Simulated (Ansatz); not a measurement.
# CHAl (singlet): correlated methods under varied settings at angle C2–Al1–H3 = 180.0°

What do other methods and options give for CHAl (singlet) at this geometry, and how long do they take?

Method: the settings change from run to run; program: Ansatz 0.2.0, Gaussian basis.

13 further runs of the same task are left out: 3 for a known fault of the program, 7 that didn't finish, 3 set aside as unsound or not needed.

## (1) The system

The geometry derives from a PBE0/def2-TZVP stationary point (not a proven minimum). One angle is set to the value named; bond lengths are kept.

3 atoms, charge 0, spin multiplicity 1.

Atoms are counted from 1 here; the program's logs count them from 0.

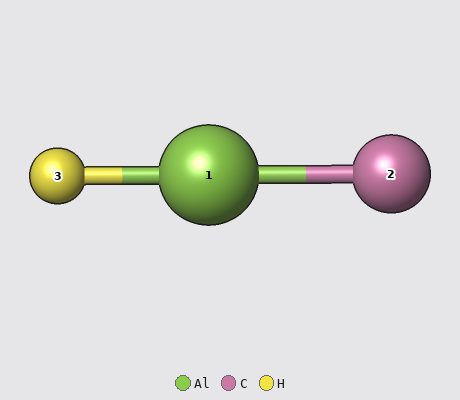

The structure; aluminium green, carbon pink, hydrogen yellow; atoms are numbered from 1 in the order of the file.

As a file:

```xyz
3

Al    0.0000    0.0000    0.1108
C     0.0000    0.0000   -1.8127
H     0.0000    0.0000    1.7019
```

## (2) HF/6-31++G**

in.yaml

```yaml
crystal:
  periodic: [false, false, false]
  atoms:
    - {symbol: Al, position_ang: [0.000000, 0.000000, 0.110806]}
    - {symbol: C, position_ang: [0.000000, 0.000000, -1.812723]}
    - {symbol: H, position_ang: [0.000000, 0.000000, 1.701917]}
basis:
  gaussian: {orbitals: "6-31++G**"}
magnetization: {spin_polarized: false}
hamiltonian: {xc: hf}
output: {orbitals: {seedname: orbitals}}
```

On the command line:

```
> ansatz run in.yaml --threads 1 --pin off --events-out ev --progress --plain --max-ram 2393MiB
```

Output:

```text
Functional definition: HF
  name "HF"
  cite "Fock, Z. Phys. 61, 126 (1930) doi:10.1007/BF01340294"
  parent pbe
  exchange = exact_x
  correlation = 0
576 factors; their error is unknown
mean field evaluation 1: about -7620.4716 eV, gradient 1.6e1 eV
mean field evaluation 2: about -7621.1874 eV, gradient 9.1e0 eV
mean field evaluation 4: about -7621.5640 eV, gradient 6.2e-1 eV
mean field evaluation 8: about -7621.5768 eV, gradient 1.6e-2 eV
mean field evaluation 16: about -7621.6315 eV, gradient 5.8e0 eV
mean field evaluation 32: about -7621.8534 eV, gradient 2.2e0 eV
mean field -7621.89083588 eV, -280.0993219153 hartree, gradient 1.8e-5 eV, S^2 0.000000; 1 other end points of the search recorded, 0 dependent functions left out
reference -7621.89083588 eV, -280.0993219153 hartree; 10, 10 occupied and 38, 38 virtual orbitals, 576 factors
Total energy: -7621.89083588 eV, -280.0993219153 hartree
```

Wall time 0.21 s (1 thread of AMD EPYC 9R14, shared host).

## (3) BCCD(T) on RHF/6-31++G**

Edit in.yaml of step 2 so:

```diff
@@ -9,3 +9,2 @@
 magnetization: {spin_polarized: false}
-hamiltonian: {xc: hf}
-output: {orbitals: {seedname: orbitals}}
+correlation: {method: bccd_t, electrons: outside_noble_gas}
```

The command is unchanged.

Output (excerpt; [...] marks lines left out):

```text
Functional definition: HF
  name "HF"
  cite "Fock, Z. Phys. 61, 126 (1930) doi:10.1007/BF01340294"
  parent pbe
[...]
405 factors; integrals over basis functions are off by at most 1.2e-3 eV
[...]
mean field -7621.89128001 eV, -280.0993382369 hartree, gradient 2.3e-6 eV, S^2 0.000000; 7 other end points of the search recorded, 0 dependent functions left out; unrestricted orbitals would lower it
[...]
determinant -7621.89128001 eV, -280.0993382369 hartree, with singles and doubles -7627.19290642 eV, -280.2941694140 hartree
determinant -7618.78840378 eV, -279.9853096388 hartree, with singles and doubles -7624.76545388 eV, -280.2049621784 hartree
unrestricted determinant -7622.97128282 eV, -280.1390276080 hartree, S^2 1.0051
6 core orbitals not correlated: weight in the atoms' cores, before any rotation towards them, 1.000 or more for the frozen orbitals, at most 0.000 for the correlated occupied ones
reference -7621.89128001 eV, -280.0993382369 hartree; 4, 4 occupied and 38, 38 virtual orbitals, 405 factors
second order -4.42231871 eV of doubles, -0.00000000 eV of singles
cycle   1  -5.24082871 eV  change   -6.9e-2 eV  update   2.9e-2
[...]
cycle  14  -5.25688058 eV  change   -2.2e-6 eV  update   5.1e-6
perturbative correction -0.30642840 eV, -0.0112610358 hartree
Total energy: -7627.45458898 eV, -280.3037860707 hartree
```

Wall time 1.1 s (1 thread of AMD EPYC 9R14, shared host).

From the report: correlation -5.5633 eV; largest double amplitude 0.08.

## (4) CCSD on UHF/6-31++G**

Edit in.yaml of step 3 so:

```diff
@@ -8,3 +8,3 @@
   gaussian: {orbitals: "6-31++G**"}
-magnetization: {spin_polarized: false}
-correlation: {method: bccd_t, electrons: outside_noble_gas}
+magnetization: {spin_polarized: true, initial_magnetization: 0}
+correlation: {method: ccsd, electrons: outside_noble_gas}
```

The command is unchanged.

Output (excerpt; [...] marks lines left out):

```text
Functional definition: HF
  name "HF"
  cite "Fock, Z. Phys. 61, 126 (1930) doi:10.1007/BF01340294"
  parent pbe
[...]
405 factors; integrals over basis functions are off by at most 1.2e-3 eV
[...]
mean field -7622.97128283 eV, -280.1390276086 hartree, gradient 2.9e-6 eV, S^2 1.005104; 36 other end points of the search recorded, 0 dependent functions left out
determinant -7622.97128283 eV, -280.1390276086 hartree, with singles and doubles -7627.77348465 eV, -280.3155052702 hartree
determinant -7622.36330545 eV, -280.1166848520 hartree, with singles and doubles -7627.21393807 eV, -280.2949423130 hartree
determinant -7622.05222891 eV, -280.1052530000 hartree, with singles and doubles -7627.14260211 eV, -280.2923207647 hartree
determinant -7622.02677565 eV, -280.1043176099 hartree, with singles and doubles -7626.71269021 eV, -280.2765217935 hartree
[...]
determinant -7620.42745829 eV, -280.0455437809 hartree, with singles and doubles -7624.79381401 eV, -280.2060043941 hartree
determinant -7619.48773518 eV, -280.0110095936 hartree, with singles and doubles -7624.27517291 eV, -280.1869446852 hartree
determinant -7619.28337341 eV, -280.0034994371 hartree, with singles and doubles -7624.52627027 eV, -280.1961723428 hartree
6 core orbitals not correlated: weight in the atoms' cores, before any rotation towards them, 1.000 or more for the frozen orbitals, at most 0.000 for the correlated occupied ones
reference -7622.97128283 eV, -280.1390276086 hartree; 4, 4 occupied and 38, 38 virtual orbitals, 405 factors
second order -3.99313078 eV of doubles, -0.00000000 eV of singles
cycle   1  -4.78055663 eV  change   -1.2e-1 eV  update   1.7e-2
[...]
cycle  13  -4.80726156 eV  change   -1.3e-6 eV  update   5.5e-6
WARN: the results are in doubt because among natural orbitals full CI differs from the method by +0.514 eV
Total energy: -7627.77854439 eV, -280.3156912125 hartree
In doubt: among natural orbitals full CI differs from the method by +0.514 eV
```

Wall time 9.5 s (1 thread of AMD EPYC 9R14, shared host).

From the report: ⟨S²⟩ of the determinant 1.005 (pure singlet: 0.00); correlation -4.8073 eV; T1 0.035; largest double amplitude 0.07. The determinant is far from a pure spin state, so its energy mixes those of several spin states (harmless only where they are near-degenerate, as at dissociation). Mind the lines of doubt at the end of the log.

## (5) BCCD(T) on RHF/cc-pVTZ

in.yaml

```yaml
crystal:
  periodic: [false, false, false]
  atoms:
    - {symbol: Al, position_ang: [0.000000, 0.000000, 0.110806]}
    - {symbol: C, position_ang: [0.000000, 0.000000, -1.812723]}
    - {symbol: H, position_ang: [0.000000, 0.000000, 1.701917]}
basis:
  gaussian: {orbitals: cc-pVTZ}
magnetization: {spin_polarized: false}
correlation: {method: bccd_t, electrons: outside_noble_gas}
scf: {lower_state_search: off}
output: {forces: true}
```

Same command.

Output (excerpt; [...] marks lines left out):

```text
Functional definition: HF
  name "HF"
  cite "Fock, Z. Phys. 61, 126 (1930) doi:10.1007/BF01340294"
  parent pbe
[...]
474 factors; integrals over basis functions are off by at most 1.4e-3 eV
[...]
mean field -7622.78719125 eV, -280.1322623675 hartree, gradient 2.9e-6 eV, S^2 0.000000; 0 other end points of the search recorded, 0 dependent functions left out; unrestricted orbitals would lower it
6 core orbitals not correlated: weight in the atoms' cores, before any rotation towards them, 1.000 or more for the frozen orbitals, at most 0.000 for the correlated occupied ones
reference -7622.78719125 eV, -280.1322623675 hartree; 4, 4 occupied and 68, 68 virtual orbitals, 474 factors
second order -5.35428855 eV of doubles, -0.00000000 eV of singles
cycle   1  -5.80637155 eV  change   -4.5e-1 eV  update   9.6e-2
[...]
cycle  17  -6.18716351 eV  change    1.7e-6 eV  update   1.0e-6
perturbative correction -0.38224483 eV, -0.0140472385 hartree
[...]
Total energy: -7629.35659959 eV, -280.3736836713 hartree
Atom 0 at     0.000000     0.000000     0.110806 Å, force     0.000000     0.000000     0.363225 eV/Å
Atom 1 at     0.000000     0.000000    -1.812723 Å, force    -0.000000    -0.000000    -0.358742 eV/Å
Atom 2 at     0.000000     0.000000     1.701917 Å, force     0.000000    -0.000000    -0.004483 eV/Å
Dipole moment:    -0.000000     0.000000     0.605747 e Å
Checks for a lower state left out: starts, cluster_reference, orbital_swaps, neighbouring_geometries, increment
```

Wall time 3.6 s (1 thread of AMD EPYC 9R14, shared host); peak memory 0.3 GiB.

From the report: correlation -6.5694 eV; largest double amplitude 0.10.

## (6) BCCD on UHF/def2-SVPD

in.yaml

```yaml
crystal:
  periodic: [false, false, false]
  atoms:
    - {symbol: Al, position_ang: [0.000000, 0.000000, 0.110806]}
    - {symbol: C, position_ang: [0.000000, 0.000000, -1.812723]}
    - {symbol: H, position_ang: [0.000000, 0.000000, 1.701917]}
basis:
  gaussian: {orbitals: def2-SVPD}
magnetization: {spin_polarized: true, initial_magnetization: 0}
correlation: {method: bccd, electrons: outside_noble_gas}
```

Same command.

Output (excerpt; [...] marks lines left out):

```text
Functional definition: HF
  name "HF"
  cite "Fock, Z. Phys. 61, 126 (1930) doi:10.1007/BF01340294"
  parent pbe
[...]
493 factors; integrals over basis functions are off by at most 9.2e-4 eV
[...]
mean field -7620.38987504 eV, -280.0441626218 hartree, gradient 5.8e-6 eV, S^2 1.011869; 34 other end points of the search recorded, 0 dependent functions left out
determinant -7620.38987504 eV, -280.0441626218 hartree, with singles and doubles -7625.39702044 eV, -280.2281718214 hartree
determinant -7619.76145493 eV, -280.0210686090 hartree, with singles and doubles -7624.84909292 eV, -280.2080358565 hartree
determinant -7619.48572455 eV, -280.0109357041 hartree, with singles and doubles -7624.40199984 eV, -280.1916054887 hartree
determinant -7619.44126461 eV, -280.0093018315 hartree, with singles and doubles -7624.41216636 eV, -280.1919791014 hartree
[...]
determinant -7616.70526645 eV, -279.9087557538 hartree, with singles and doubles -7622.24668022 eV, -280.1123989536 hartree
determinant -7620.38987504 eV, -280.0441626218 hartree, with singles and doubles -7625.39574816 eV, -280.2281250661 hartree
determinant -7619.76145493 eV, -280.0210686090 hartree, with singles and doubles -7624.83767869 eV, -280.2076163912 hartree
6 core orbitals not correlated: weight in the atoms' cores, before any rotation towards them, 1.000 or more for the frozen orbitals, at most 0.000 for the correlated occupied ones
reference -7620.38987504 eV, -280.0441626218 hartree; 4, 4 occupied and 42, 42 virtual orbitals, 493 factors
second order -4.12985664 eV of doubles, -0.00000000 eV of singles
cycle   1  -4.97503064 eV  change    3.1e-2 eV  update   2.4e-2
[...]
cycle  13  -4.97908431 eV  change   -7.2e-6 eV  update   7.1e-6
WARN: the results are in doubt because among natural orbitals full CI differs from the method by +0.550 eV
Total energy: -7625.36895934 eV, -280.2271405952 hartree
In doubt: among natural orbitals full CI differs from the method by +0.550 eV
```

It took 13 s on 1 thread of AMD EPYC 9R14, shared host.

From the report: ⟨S²⟩ of the determinant 1.012 (pure singlet: 0.00); correlation -4.9791 eV; largest double amplitude 0.09. The determinant is far from a pure spin state, so its energy mixes those of several spin states (harmless only where they are near-degenerate, as at dissociation). The program marks this result as in doubt; its last lines say why.

## (7) The runs in one table

 † marks a result that the program doubts.

```csv
level,correlated,functions,energy (eV),time
HF/6-31++G**,,48,-7621.8908,0.21 s
BCCD(T) on RHF/6-31++G**,outside noble gas,48,-7627.4546,1.1 s
CCSD on UHF/6-31++G** †,outside noble gas,48,-7627.7785,9.5 s
BCCD(T) on RHF/cc-pVTZ,outside noble gas,78,-7629.3566,3.6 s
BCCD on UHF/def2-SVPD †,outside noble gas,52,-7625.3690,13 s
```

## (8) What came out

| quantity | value |
| --- | --- |
| runs | 5 |
| quickest | HF/6-31++G**, 0.21 s |
| slowest | BCCD on UHF/def2-SVPD †, 13 s |

**Reading.** Total energies in different bases, with other cores or another treatment of relativity can't be set against each other. BCCD on UHF/def2-SVPD † took 62 times as long as HF/6-31++G**; the jobs differ in more than the method.
